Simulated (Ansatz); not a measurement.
Rock-salt GdN, treated with PBE-D4 (Ansatz, a first-principles code, plane waves, PAW).

Settings: plane-wave cutoff 520 eV, 12×12×12 k mesh, Fermi–Dirac smearing 0.01 eV, spin-polarised with parallel moments, scalar-relativistic PAW data made under PBE.

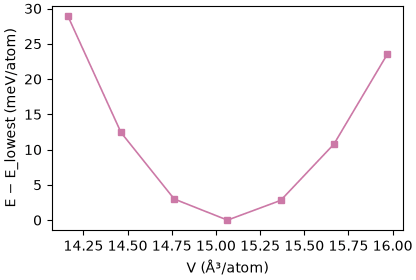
Total energy against volume

**Question.** From the curve, estimate the equilibrium volume and the bulk modulus.

**Answer.** V0 ≈ 15.1 Å³/atom and B0 ≈ 150 GPa; the fit gives V0 = 15.066 Å³/atom, B0 = 154 GPa, B′ = 4.2.

Measured, for comparison: bulk modulus 192 ± 35 GPa (temperature not stated, no zero-point or thermal correction; as tabulated in Doll (2008), arXiv:0801.3152); equilibrium volume per atom 15.38 Å³/atom (temperature not stated, no zero-point or thermal correction; as tabulated in Natali et al. (2013), arXiv:1208.2410). Computed (rounded) less measured: bulk modulus -20 %, equilibrium volume per atom -2.0 %.

Note: the 4f shell is treated without U or exact exchange, so its levels and filling can be wrong.

Spin–orbit coupling is not included; it can open a gap where bands touch, and shift volumes and moduli.

Computed values are for the static lattice.
